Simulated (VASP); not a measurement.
Band structure of CsI (space group Fm-3m). All values below come from modified Becke-Johnson potential (mBJ) with spin-orbit coupling, VASP's PBE PAW potentials (set 64) (plane waves; VASP).

mBJ is a potential without an energy functional, so only the levels count.

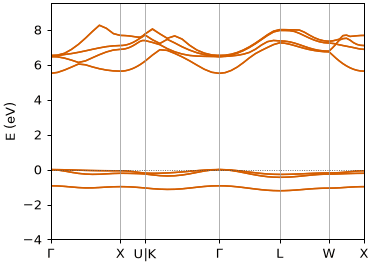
*Bands along high-symmetry lines, zero at the valence-band maximum or, without a gap, the Fermi level*

Problem. Read the plot: is there a gap, and where are the band edges?

Solution. The gap is direct, 5.51 eV, from the valence maximum at Γ to the conduction minimum at Γ.

The structure comes from a computed database's CsI entry (Fm-3m); how it stands against other phases isn't given here. It was relaxed first. The cell's shape comes from a PBE relaxation.
